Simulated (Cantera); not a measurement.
A closed system holds: 1 mol Si, 0.088 mol N2O, 12 mol N2, held at 14.0 Pa.

Equilibrium computed with Cantera from the NASA thermochemical tables; the gas is ideal and each condensed phase is pure. Candidate condensed phases: Si, SiO2, Si2N2O, Si3N4; 16 gas species. Mutual solubility and eutectic melting of coexisting phases are not modelled. The tables' values for SiN are old estimates; treat these amounts as uncertain. The numbers say what is thermodynamically allowed, not how fast it happens.

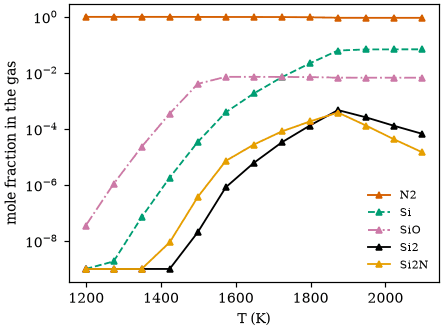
Equilibrium gas composition (values under 1e-9 drawn at 1e-9)

From 1198 K to 1498 K the condensed part is Si2N2O(s) + Si3N4(s). From 1573 K to 1648 K the condensed part is Si(s). From 1723 K to 1873 K the condensed part is Si(l). From 1948 K to 2098 K nothing is condensed. The main Si-bearing gas is SiO at 1198 K and Si at 2098 K.
